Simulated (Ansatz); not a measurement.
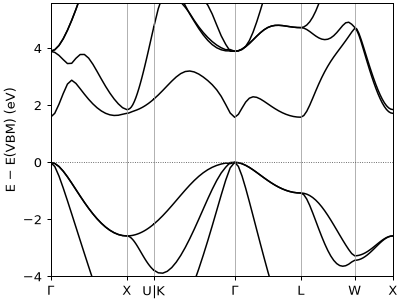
Band structure from DFT-PBE in the program Ansatz with PAW potentials

Question: Read off the gap and where the band edges lie.

Answer: About 1.6 eV (1.58 eV by a search for the band edges); maximum at Γ, minimum at Γ.

The material is GaP (zinc blende, F-43m).

The cell was relaxed with PBE under the symmetry of its start. Scalar-relativistic: spin–orbit coupling is off unless named, which matters more the heavier the elements.

Potentials: the later of the program's two PAW sets.
